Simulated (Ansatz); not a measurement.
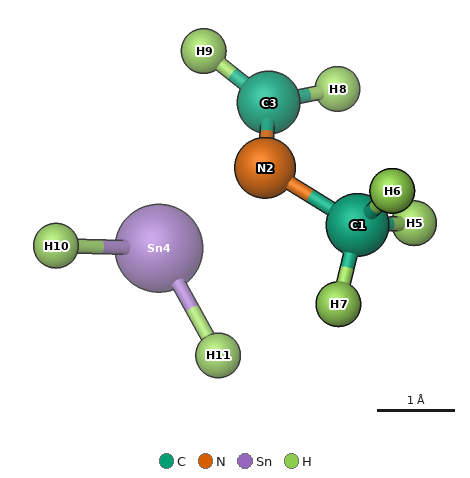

Fig. 1: The input geometry of run 1 (ball-and-stick view, seen at a tilt; atoms are numbered from 1 in the order of the input). Sticks mark near contacts.

**Two runs on C₂H₇NSn**

System: C₂H₇NSn.
Method of run 1: RKS wB97M-V/def2-SVP (Ansatz 0.2.0).

The geometry comes from this level: PBE0-D4/def2-TZVP. Text and figures count atoms from 1; the logs count them from 0 in places.

Input file, run 1:
```yaml
crystal:
  periodic: [false, false, false]
  atoms:
    - {symbol: C, position_ang: [-0.941118, 1.081812, 0.015095]}
    - {symbol: N, position_ang: [0.310506, 0.501563, 0.444080]}
    - {symbol: C, position_ang: [0.254191, -0.538274, 1.189004]}
    - {symbol: Sn, position_ang: [1.034511, -1.629538, -1.076717]}
    - {symbol: H, position_ang: [-1.798415, 0.403994, 0.121509]}
    - {symbol: H, position_ang: [-1.117517, 1.970182, 0.630468]}
    - {symbol: H, position_ang: [-0.862304, 1.410751, -1.019464]}
    - {symbol: H, position_ang: [-0.687435, -1.007168, 1.500256]}
    - {symbol: H, position_ang: [1.172839, -0.913860, 1.639166]}
    - {symbol: H, position_ang: [2.545584, -0.744495, -1.231296]}
    - {symbol: H, position_ang: [0.154459, -0.591769, -2.191503]}
basis:
  gaussian: {orbitals: def2-SVP}
hamiltonian: {xc: {name: wB97M-V}}
output: {orbitals: {seedname: orbitals}}
```

Hardware: 4 threads of Oxide Virtual Turin-like, 27 GiB of memory available, shared host.

Output (run 1):
```
Functional definition: wB97M-V
  parameter omega = 0.3/bohr
  parameter cx = 0.15
  parameter cx01 = 1.007
  parameter cx10 = 0.259
  parameter css00 = 0.443
  parameter css04 = -1.437
  parameter css10 = -4.535
  parameter css20 = -3.390
  parameter css43 = 4.278
  parameter cos00 = 1.000
  parameter cos10 = 1.358
  parameter cos20 = 2.924
  parameter cos21 = -8.812
  parameter cos60 = -1.390
  parameter cos61 = 9.142
  parameter b = 6.0
  parameter c = 0.01
  gx(w, u) = 1 - cx + cx01*u + cx10*w
  gss(w, u) = css00 + css04*u^4 + css10*w + css20*w^2 + css43*w^4*u^3
  gos(w, u) = cos00 + cos10*w + (cos20 + cos21*u)*w^2 + (cos60 + cos61*u)*w^6
  exchange = spin_sum(e_x_unif_sr(omega)*gx(b97_w, b97_u_x)) + cx*exact_x_sr(omega) + exact_x_lr(omega)
  correlation = spin_sum(e_c_pw_mod_same_spin*gss(b97_w, b97_u_same))
      + integral(e_c_pw_mod_opposite_spin*gos(b97_w_opposite, b97_u_opposite)) + vv10(b, c)
1234 factors; their error is unknown
313 factors; integrals over basis functions are off by at most 7.9e-6 eV
mean field evaluation 1: about -9498.3690 eV, gradient 3.2e1 eV
mean field evaluation 2: about -9498.5747 eV, gradient 3.4e1 eV
mean field evaluation 4: about -9501.2602 eV, gradient 2.0e0 eV
mean field evaluation 8: about -9501.2843 eV, gradient 7.8e-2 eV
mean field evaluation 16: about -9501.2994 eV, gradient 1.6e-4 eV
mean field -9501.29940051 eV, -349.1663127566 hartree, gradient 3.3e-5 eV, S^2 0.000000; 0 other end points of the search recorded, 0 dependent functions left out
reference -9501.29944652 eV, -349.1663144477 hartree; 24, 24 occupied and 79, 79 virtual orbitals, 1234 factors
Total energy: -9501.29944652 eV, -349.1663144477 hartree
```

Run 2 used a changed input.

The two runs side by side:

```csv
quantity,run 1,run 2
outcome,converged,converged
total energy (hartree),−349.166314,−349.345527
HOMO (eV),−7.89,−8.02
LUMO (eV),0.21,−0.02
basis functions,103,463
wall time (shared host),2.1 s,10 s
```

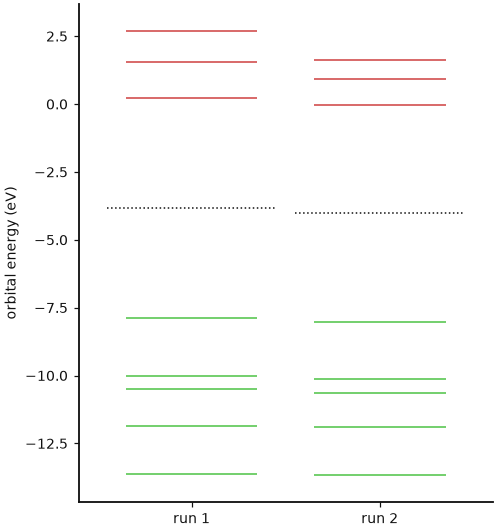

Fig. 2: The five highest filled and three lowest empty orbital energies of the two runs; the dotted lines part filled from empty levels. The HOMO–LUMO gap is 8.11 eV in run 1 and 8.00 eV in run 2.

Which change of the input explains these differences?

The change (lines with − go, lines with + come):
```diff
-  gaussian: {orbitals: def2-SVP}
+  gaussian: {orbitals: "def2-QZVPP.json"}
```

The total energy of run 2 is 112.5 kcal/mol lower, which measures the change of basis and not a stability. The HOMO goes from −7.89 to −8.02 eV. The LUMO goes from 0.21 to −0.02 eV. The basis functions go from 103 to 463. On the same kind of shared host run 2 took about 4.8 times as long.

Output (run 2):
```
Functional definition: wB97M-V
  parameter omega = 0.3/bohr
  parameter cx = 0.15
  parameter cx01 = 1.007
  parameter cx10 = 0.259
  parameter css00 = 0.443
  parameter css04 = -1.437
  parameter css10 = -4.535
  parameter css20 = -3.390
  parameter css43 = 4.278
  parameter cos00 = 1.000
  parameter cos10 = 1.358
  parameter cos20 = 2.924
  parameter cos21 = -8.812
  parameter cos60 = -1.390
  parameter cos61 = 9.142
  parameter b = 6.0
  parameter c = 0.01
  gx(w, u) = 1 - cx + cx01*u + cx10*w
  gss(w, u) = css00 + css04*u^4 + css10*w + css20*w^2 + css43*w^4*u^3
  gos(w, u) = cos00 + cos10*w + (cos20 + cos21*u)*w^2 + (cos60 + cos61*u)*w^6
  exchange = spin_sum(e_x_unif_sr(omega)*gx(b97_w, b97_u_x)) + cx*exact_x_sr(omega) + exact_x_lr(omega)
  correlation = spin_sum(e_c_pw_mod_same_spin*gss(b97_w, b97_u_same))
      + integral(e_c_pw_mod_opposite_spin*gos(b97_w_opposite, b97_u_opposite)) + vv10(b, c)
1407 factors; their error is unknown
386 factors; integrals over basis functions are off by at most 1.4e-5 eV
mean field evaluation 1: about -9499.3846 eV, gradient 5.2e1 eV
mean field evaluation 2: about -9496.9637 eV, gradient 6.4e1 eV
mean field evaluation 4: about -9506.0696 eV, gradient 4.3e0 eV
mean field evaluation 8: about -9506.1403 eV, gradient 2.8e-1 eV
mean field evaluation 16: about -9506.1760 eV, gradient 6.5e-4 eV
mean field -9506.17600843 eV, -349.3455247923 hartree, gradient 5.2e-5 eV, S^2 0.000000; 0 other end points of the search recorded, 0 dependent functions left out
reference -9506.17607800 eV, -349.3455273489 hartree; 24, 24 occupied and 439, 439 virtual orbitals, 1407 factors
Total energy: -9506.17607800 eV, -349.3455273489 hartree
```
